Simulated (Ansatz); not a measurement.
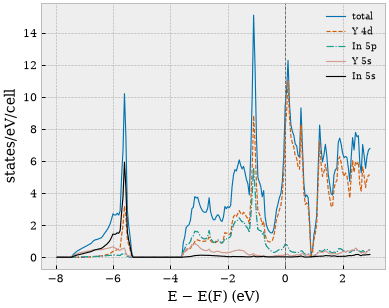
Figure: Total and projected density of states of Y₂In in space group P6_3/mmc (No. 194; Y on 2d, In on 2c, Y on 2a), r²SCAN (plane waves, PAW; program Ansatz)

### Question
Which orbitals carry the states next to the Fermi level?

### Answer
Within 0.5 eV of the Fermi level: Y 4d 87 %, In 5p 7 %. Projections are on Löwdin-orthogonalised atomic valence shells; empty p or d shells of many metals are not among them.

### Question
Where is the tallest occupied peak in this window, and what makes it?

### Answer
Near -1.1 eV, about 15 states/eV per cell; the largest projected share is Y 4d.

The workflow started from an entry of the Crystallography Open Database (COD). Its standing as an ambient phase is unchecked. Symmetry was held in the r²SCAN relaxation; whether a distortion lowers the energy is not shown. The run is not spin-polarised. Spin–orbit coupling is left out wherever it is not named.

Potentials: the later of the program's two PAW sets.
